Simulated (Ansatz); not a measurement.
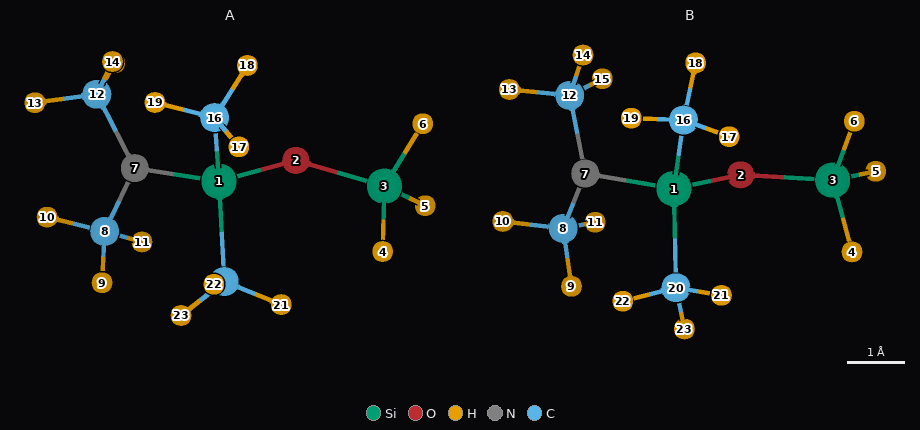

Two geometries of C4H15NOSi2, drawn at one scale. One is the start of a relaxation, the other its converged end. The picture is a ball-and-stick view, seen at a tilt.

These are results of RKS PBE0/STO-3G in Ansatz, not measurements. Set-up: no spin polarisation; force threshold 0.02 eV/Å; at most 40 steps.

> Which one is relaxed?

Structure B is the relaxed one. The run prepares the start of a later molecular dynamics calculation, from a guessed geometry. After 24 accepted moves (26 points after the start) the energy has fallen by 14.1 kcal/mol. Largest force component: 3 eV/Å at the start, 0.014 eV/Å at the end. The line search rejected the trial steps at points 9, 17 of the run. The largest move after the best rigid fit is that of H21, 1.18 Å. Largest moves by element: H 1.18 Å, O 0.41 Å, N 0.40 Å, Si 0.27 Å, C 0.25 Å. Among the contacts that change: Si1–N7 1.820 → 1.765 Å, C16–H17 1.110 → 1.094 Å, Si3–H5 1.460 → 1.444 Å, N7–C12 1.470 → 1.485 Å. Among the angles between lasting bonds that change: C8–N7–C12 120.0° → 109.9°, Si1–O2–Si3 125.0° → 119.2°, N7–C8–H11 109.5° → 114.0°. Groups turn about Si1–C20 by about 65°, O2–Si3 by about 35°, Si1–C16 by about 20°. The run took 4.3 min on 1 thread of Intel(R) Xeon(R) Platinum 8259CL CPU @ 2.50GHz (Skylake/Cascade Lake) (shared host), peak memory 0.21 GiB.

Limits of the set-up: STO-3G is a minimal basis, so the numbers are rough.
